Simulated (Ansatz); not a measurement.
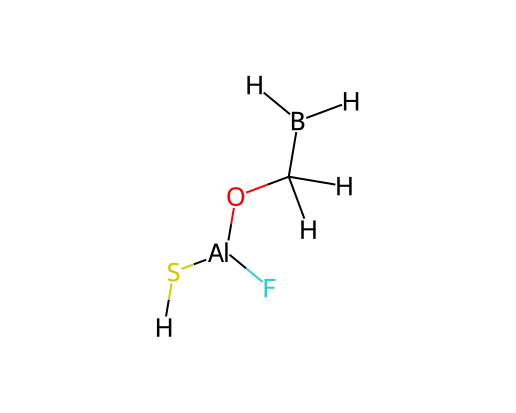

The drawing above gives the connectivity. Computed geometry: PBE0-D4/def2-TZVP optimisation. No frequency run is at hand to confirm it as a minimum.

What does the molecule look like in three dimensions?

The molecule is CH5AlBFOS. Its SMILES string is `BC[O][Al]([F])[SH]`. Among its groups: B–H bond. The point group is C1. Coordination: 1 B trigonal planar; 1 C tetrahedral; 1 O bent; 1 Al trigonal planar; 1 S bent.

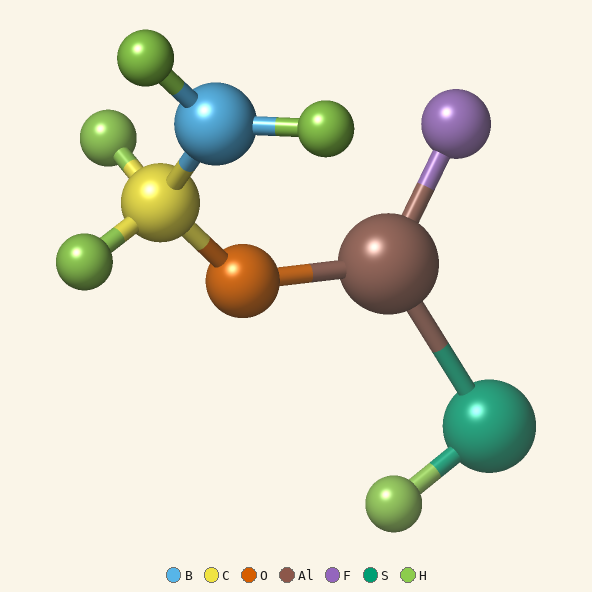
